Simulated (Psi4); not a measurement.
## SiH4: geometry relaxation (part 1 of 3)

- system: SiH4, SMILES [H][Si]([H])([H])[H]
- method: B97-3c/def2-mTZVP, RKS (Psi4 1.11)

The geometry comes from this level: GFN2-xTB.

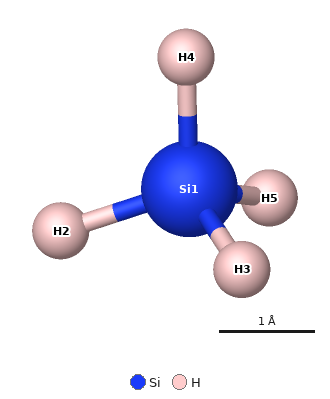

*The structure as given in the input (ball-and-stick view, seen at a tilt; atoms are numbered from 1 in the order of the input).*

Bond lengths as drawn: H–Si 1.46 Å.

Results in brief

- outcome: converged
- total energy: −291.815231 hartree
- dispersion energy: −0.004514 hartree
- basis functions: 34
- HOMO: −8.58 eV
- LUMO: 0.51 eV
- dipole moment: 0.00 D
- hardware: 1 thread of AMD EPYC (Zen 4), 64 GiB of memory available, shared host
- wall time: 6 s
- peak memory: 0.35 GiB

Input file (h4si.inp)
```
memory 1600 MB

molecule m {
  0 1
  Si
  H 1 r2
  H 1 r3 2 a3
  H 1 r4 3 a4 2 d4
  H 1 r5 3 a5 4 d5

  r2 = 1.460962
  r3 = 1.460884
  a3 = 109.48843
  r4 = 1.460984
  a4 = 109.46807
  d4 = 120.00879
  r5 = 1.460734
  a5 = 109.46208
  d5 = 119.97952
  symmetry c1
}

set geom_maxiter 60

optimize("b97-3c")
print_variables()
```

Launch command:
```bash
psi4 -i h4si.inp -o h4si.out -n 1
```

Log
```
Psi4 1.11 release

  Memory set to   1.490 GiB by Python driver.

gradient() will perform analytic gradient computation.

   => Loading Basis Set <=

    Name: DEF2-MTZVP
    Role: ORBITAL
    Keyword: BASIS

   => B973C: Empirical Dispersion <=

        s6 =       1.000000
        s8 =       1.500000
        a1 =       0.370000
        a2 =       4.100000
        s9 =       1.000000

         ---------------------------------------------------------
                                   SCF
                              RKS Reference
                        1 Threads,   1525 MiB Core
         ---------------------------------------------------------

  ==> Geometry <==

    Molecular point group: c1
    Full point group: C1

    Geometry (in Angstrom), charge = 0, multiplicity = 1:

       Center              X                  Y                   Z               Mass
    ------------   -----------------  -----------------  -----------------  -----------------
         SI           0.000006136980     0.000009330690     0.000014326015    27.976926534650
         H            0.000006136980     0.000009330690     1.460976326015     1.007825032230
         H            0.000006136980     1.377197648716    -0.487360681704     1.007825032230
         H           -1.192799818744    -0.688845488844    -0.486983864791     1.007825032230
         H            1.192617184012    -0.688620507768    -0.487029465487     1.007825032230

  Running in c1 symmetry.

  Rotational constants: A =      2.93948  B =      2.93904  C =      2.93863 [cm^-1]
  Rotational constants: A =  88123.47734  B =  88110.26235  C =  88097.78334 [MHz]
  Nuclear repulsion =   21.615743529002931

  Charge       = 0
  Multiplicity = 1
  Electrons    = 18
  Nalpha       = 9
  Nbeta        = 9

  ==> Algorithm <==

  SCF Algorithm Type is DF.
  DIIS enabled.
  MOM disabled.
  Fractional occupation disabled.
  Guess Type is SAD.
  Energy threshold   = 1.00e-08
  Density threshold  = 1.00e-08
  Integral threshold = 1.00e-12

  ==> Primary Basis <==

  Basis Set: DEF2-MTZVP
    Blend: DEF2-MTZVP
    Number of shells: 22
    Number of basis functions: 34
    Number of Cartesian functions: 35
    Spherical Harmonics?: true
    Max angular momentum: 2

  ==> DFT Potential <==

   => LibXC <=

    Version 7.1.2

   => Composite Functional: B973C <=

    Deriv               =              1
    GGA                 =           TRUE
    Meta                =          FALSE

    Exchange Hybrid     =          FALSE
    MP2 Hybrid          =          FALSE

   => Exchange-Correlation Functionals <=

   => LibXC Density Thresholds  <==

    XC_GGA_XC_B97_3C:  1.00E-14

   => Molecular Quadrature <=

    Radial Scheme          =       TREUTLER
    Pruning Scheme         =           NONE
    Nuclear Scheme         =       TREUTLER

    Blocking Scheme        =         OCTREE
    BS radius alpha        =              1
    Pruning alpha          =              1
    Radial Points          =             75
    Spherical Points       =            302
    Total Points           =         109463
    Total Blocks           =            861
    Max Points             =            256
    Max Functions          =             34
    Weights Tolerance      =       1.00E-15

   => Loading Basis Set <=

    Name: (DEF2-MTZVP AUX)
    Role: JKFIT
    Keyword: DF_BASIS_SCF

  ==> Integral Setup <==

  DFHelper Memory: AOs need 0.002 GiB; user supplied 1.017 GiB.
  SCF_SUBTYPE=INCORE selected. In-core MEM_DF algorithm will be used.
  Using in-core AOs.

  ==> MemDFJK: Density-Fitted J/K Matrices <==

    J tasked:                   Yes
    K tasked:                    No
    wK tasked:                   No
    Memory [MiB]:              1041
    Algorithm:                 Core
    Schwarz Cutoff:           1E-12
    Mask sparsity (%):       0.0000
    Fitting Condition:        1E-10

   => Auxiliary Basis Set <=

  Basis Set: (DEF2-MTZVP AUX)
    Blend: DEF2-UNIVERSAL-JKFIT
    Number of shells: 62
    Number of basis functions: 200
    Number of Cartesian functions: 235
    Spherical Harmonics?: true
    Max angular momentum: 4

  Cached 100.0% of DFT collocation blocks in 0.101 [GiB].

  Minimum eigenvalue in the overlap matrix is 1.0120745848E-02.
  Reciprocal condition number of the overlap matrix is 2.0665808064E-03.
    Using symmetric orthogonalization.

  ==> Pre-Iterations <==

  SCF Guess: Superposition of Atomic Densities via on-the-fly atomic UHF (no occupation information).

   -------------------------
    Irrep   Nso     Nmo
   -------------------------
     A         34      34
   -------------------------
    Total      34      34
   -------------------------

  ==> Iterations <==

                           Total Energy        Delta E     RMS |[F,P]|

   @DF-RKS iter SAD:  -291.48334441294838   -2.91483e+02   0.00000e+00
   @DF-RKS iter   1:  -291.75332118250338   -2.69977e-01   9.19190e-03 ADIIS/DIIS
   @DF-RKS iter   2:  -291.78456726213011   -3.12461e-02   6.71103e-03 ADIIS/DIIS
   @DF-RKS iter   3:  -291.81420265425834   -2.96354e-02   7.52720e-04 ADIIS/DIIS
   @DF-RKS iter   4:  -291.81463078837169   -4.28134e-04   5.80331e-05 DIIS
   @DF-RKS iter   5:  -291.81463331452755   -2.52616e-06   2.73283e-06 DIIS
   @DF-RKS iter   6:  -291.81463332042898   -5.90143e-09   4.06931e-07 DIIS
   @DF-RKS iter   7:  -291.81463332059809   -1.69109e-10   1.69391e-08 DIIS
   @DF-RKS iter   8:  -291.81463332059832   -2.27374e-13   9.40581e-09 DIIS
  Energy and wave function converged.

  ==> Post-Iterations <==

   Electrons on quadrature grid:
      Ntotal   =   17.9999962625 ; deviation = -3.737e-06

    Orbital Energies [Eh]
    ---------------------

    Doubly Occupied:

       1A    -65.385486     2A     -5.088013     3A     -3.501291
       4A     -3.501291     5A     -3.501290     6A     -0.497606
       7A     -0.316576     8A     -0.316557     9A     -0.316536

    Virtual:

      10A      0.021035    11A      0.021044    12A      0.021071
      13A      0.043917    14A      0.154046    15A      0.154056
      16A      0.154061    17A      0.253658    18A      0.352974
      19A      0.352980    20A      0.353019    21A      0.428415
      22A      0.601835    23A      0.601839    24A      0.862198
      25A      0.862232    26A      0.862323    27A      1.256335
      28A      1.256356    29A      1.256373    30A      2.254382
      31A      2.283972    32A      2.283987    33A      2.284003
      34A      9.312671

    Final Occupation by Irrep:
              A
    DOCC [     9 ]
    NA   [     9 ]
    NB   [     9 ]

  @DF-RKS Final Energy:  -291.81463332059832

   => Energetics <=

    Nuclear Repulsion Energy =             21.6157435290029305
    One-Electron Energy =                -446.4531190002250582
    Two-Electron Energy =                 155.3558503705152418
    DFT Exchange-Correlation Energy =     -22.3209534522429074
    Empirical Dispersion Energy =          -0.0121547676485036
    VV10 Nonlocal Energy =                  0.0000000000000000
    Total Energy =                       -291.8146333205983183

Computation Completed

Properties will be evaluated at   0.000000,   0.000000,   0.000000 [a0]

Properties computed using the SCF density matrix

 Multipole Moments:

 ------------------------------------------------------------------------------------
     Multipole            Electronic (a.u.)      Nuclear  (a.u.)        Total (a.u.)
 ------------------------------------------------------------------------------------

 L = 1.  Multiply by 2.5417464519 to convert [e a0] to [Debye]
 Dipole X            :          0.0002665           -0.0001596            0.0001070
 Dipole Y            :          0.0003637           -0.0002426            0.0001211
 Dipole Z            :          0.0005474           -0.0003725            0.0001748
 Magnitude           :                                                    0.0002381

 ------------------------------------------------------------------------------------

	total time  =          3 seconds =       0.05 minutes

         ------------------------------------------------------------
                                   SCF GRAD
         ------------------------------------------------------------

  ==> Geometry <==

    Molecular point group: c1
    Full point group: C1

    Geometry (in Angstrom), charge = 0, multiplicity = 1:

       Center              X                  Y                   Z               Mass
    ------------   -----------------  -----------------  -----------------  -----------------
         SI           0.000006136980     0.000009330690     0.000014326015    27.976926534650
         H            0.000006136980     0.000009330690     1.460976326015     1.007825032230
         H            0.000006136980     1.377197648716    -0.487360681704     1.007825032230
         H           -1.192799818744    -0.688845488844    -0.486983864791     1.007825032230
         H            1.192617184012    -0.688620507768    -0.487029465487     1.007825032230

  Nuclear repulsion =   21.615743529002931

  ==> Basis Set <==

  Basis Set: DEF2-MTZVP
    Blend: DEF2-MTZVP
    Number of shells: 22
    Number of basis functions: 34
    Number of Cartesian functions: 35
    Spherical Harmonics?: true
    Max angular momentum: 2

  ==> DFJKGrad: Density-Fitted SCF Gradients <==

    Gradient:                    1
    J tasked:                  Yes
    K tasked:                   No
    wK tasked:                  No
    Integrals threads:           1
    Memory [MiB]:             1144
    Schwarz Cutoff:          1E-12
    Fitting Condition:       1E-10

   => Auxiliary Basis Set <=

  Basis Set: (DEF2-MTZVP AUX)
    Blend: DEF2-UNIVERSAL-JKFIT
    Number of shells: 62
    Number of basis functions: 200
    Number of Cartesian functions: 235
    Spherical Harmonics?: true
    Max angular momentum: 4

  ==> DFT Potential <==

   => LibXC <=

    Version 7.1.2

   => Composite Functional: B973C <=

    Deriv               =              1
    GGA                 =           TRUE
    Meta                =          FALSE

    Exchange Hybrid     =          FALSE
    MP2 Hybrid          =          FALSE

   => Exchange-Correlation Functionals <=

   => LibXC Density Thresholds  <==

    XC_GGA_XC_B97_3C:  1.00E-14

   => Molecular Quadrature <=

    Radial Scheme          =       TREUTLER
    Pruning Scheme         =           NONE
    Nuclear Scheme         =       TREUTLER

    Blocking Scheme        =         OCTREE
    BS radius alpha        =              1
    Pruning alpha          =              1
    Radial Points          =             75
    Spherical Points       =            302
    Total Points           =         109463
    Total Blocks           =            861
    Max Points             =            256
    Max Functions          =             34
    Weights Tolerance      =       1.00E-15

  -Total Gradient:
     Atom            X                  Y                   Z
    ------   -----------------  -----------------  -----------------
       1        0.000072420195     0.000005298373    -0.000010010830
       2       -0.000000369339    -0.000010727680    -0.007610004995
       3        0.000006976262    -0.007208564285     0.002529267625
       4        0.006215708994     0.003583335487     0.002527768949
       5       -0.006287363892     0.003631115316     0.002557527622

	total time  =          0 seconds =       0.00 minutes

    			-----------------------------------------

    			 OPTKING 3.0: for geometry optimizations

    			        with contributions from

    			-----------------------------------------

	                            ===> Fragment 1 <==

	 Z (Atomic Numbers)          Masses                          Geom
	      14.000000            27.976927          0.00001160  0.00001763  0.00002707
	       1.000000             1.007825          0.00001160  0.00001763  2.76084513
	       1.000000             1.007825          0.00001160  2.60252638 -0.92097821
	       1.000000             1.007825         -2.25406498 -1.30172932 -0.92026613
	       1.000000             1.007825          2.25371985 -1.30130416 -0.92035230

	 - Coordinate -           - BOHR/RAD -       - ANG/DEG -
	 R(1,2)           =         2.760818           1.460962
	 R(1,3)           =         2.760671           1.460884
	 R(1,4)           =         2.760860           1.460984
	 R(1,5)           =         2.760387           1.460734
	 B(2,1,3)         =         1.910934         109.488430
	 B(2,1,4)         =         1.910636         109.471367
	 B(2,1,5)         =         1.910729         109.476731
	 B(3,1,4)         =         1.910578         109.468070
	 B(3,1,5)         =         1.910474         109.462080
	 B(4,1,5)         =         1.910449         109.460641
	 O(2,1,3,4)       =         0.955041          54.719828
	 O(2,1,3,5)       =        -0.955000         -54.717461
	 O(2,1,4,5)       =         0.955310          54.735243
	 O(3,1,2,4)       =        -0.955070         -54.721475
	 O(3,1,2,5)       =         0.955128          54.724782
	 O(3,1,4,5)       =        -0.955623         -54.753187
	 O(4,1,2,3)       =         0.955219          54.730008
	 O(4,1,2,5)       =        -0.955451         -54.743288
	 O(4,1,3,5)       =         0.955636          54.753907
	 O(5,1,2,3)       =        -0.955230         -54.730633
	 O(5,1,2,4)       =         0.955404          54.740605
	 O(5,1,3,4)       =        -0.955688         -54.756903

	        --- Internal Coordinate Step in ANG or DEG, aJ/ANG or AJ/DEG ---
	-------------------------------------------------------------------------------
	           Coordinate      Previous         Force          Change          New
	           ----------      --------        ------          ------        ------
	               R(1,2)       1.46096        0.06269        0.02139       1.48235
	               R(1,3)       1.46088        0.06294        0.02147       1.48235
	               R(1,4)       1.46098        0.06266        0.02138       1.48237
	               R(1,5)       1.46073        0.06343        0.02163       1.48236
	             B(2,1,3)     109.48843       -0.00000       -0.00766     109.48077
	             B(2,1,4)     109.47137        0.00000        0.00056     109.47193
	             B(2,1,5)     109.47673       -0.00000       -0.00126     109.47547
	             B(3,1,4)     109.46807        0.00000        0.00099     109.46906
	             B(3,1,5)     109.46208        0.00000        0.00499     109.46707
	             B(4,1,5)     109.46064       -0.00000        0.00239     109.46303
	           O(2,1,3,4)      54.71983        0.00000        0.00661      54.72644
	           O(2,1,3,5)     -54.71746       -0.00000       -0.00643     -54.72389
	           O(2,1,4,5)      54.73524       -0.00000       -0.00050      54.73475
	           O(3,1,2,4)     -54.72148       -0.00000       -0.00640     -54.72787
	           O(3,1,2,5)      54.72478        0.00000        0.00331      54.72809
	           O(3,1,4,5)     -54.75319        0.00000        0.00717     -54.74602
	           O(4,1,2,3)      54.73001        0.00000        0.00228      54.73229
	           O(4,1,2,5)     -54.74329        0.00000        0.00232     -54.74097
	           O(4,1,3,5)      54.75391       -0.00000       -0.00587      54.74804
	           O(5,1,2,3)     -54.73063        0.00000       -0.00011     -54.73074
	           O(5,1,2,4)      54.74060       -0.00000       -0.00141      54.73919
	           O(5,1,3,4)     -54.75690        0.00000        0.00787     -54.74904
	-------------------------------------------------------------------------------

	                                 ==> Convergence Check <==

	Measures of convergence in internal coordinates in au.

	Criteria marked as inactive (o), active & met (*), and active & unmet ( ).

	----------------------------------------------------------------------------------------------~
	   Step    Total Energy     Delta E     Max Force     RMS Force      Max Disp      RMS Disp   ~
	----------------------------------------------------------------------------------------------~
	  Convergence Criteria     1.00e-06 *    3.00e-04 *             o    1.20e-03 *             o~
	----------------------------------------------------------------------------------------------~
	     1    -291.81463332   -2.92e+02      7.70e-03      3.26e-03 o    4.09e-02      1.73e-02 o  ~
	----------------------------------------------------------------------------------------------

Next Geometry in Ang
	Fragment 1 (Ang)

	   Si  -0.0000278780  -0.0000063789  -0.0000037398
	    H  -0.0000183388   0.0000711788   1.4823463055
	    H  -0.0000617897   1.3974626011  -0.4944278613
	    H  -1.2103121697  -0.6989261450  -0.4940983901
	    H   1.2102559525  -0.6988509425  -0.4941996742

    Structure for next step:
    Molecular point group: c1
    Full point group: C1

    Geometry (in Angstrom), charge = 0, multiplicity = 1:

    SI
    H             1          r2
    H             1          r3      2          a3
    H             1          r4      3          a4      2          d4
    H             1          r5      3          a5      4          d5

    a3        =  109.4807669122
    a4        =  109.4690580562
    a5        =  109.4670651143
    d4        =  120.0053900864
    d5        =  119.9861025168
    r2        =    1.4823500473
    r3        =    1.4823544661
    r4        =    1.4823651472
    r5        =    1.4823630784

gradient() will perform analytic gradient computation.

   => Loading Basis Set <=

    Name: DEF2-MTZVP
    Role: ORBITAL
    Keyword: BASIS

   => B973C: Empirical Dispersion <=

        s6 =       1.000000
        s8 =       1.500000
        a1 =       0.370000
        a2 =       4.100000
        s9 =       1.000000
```
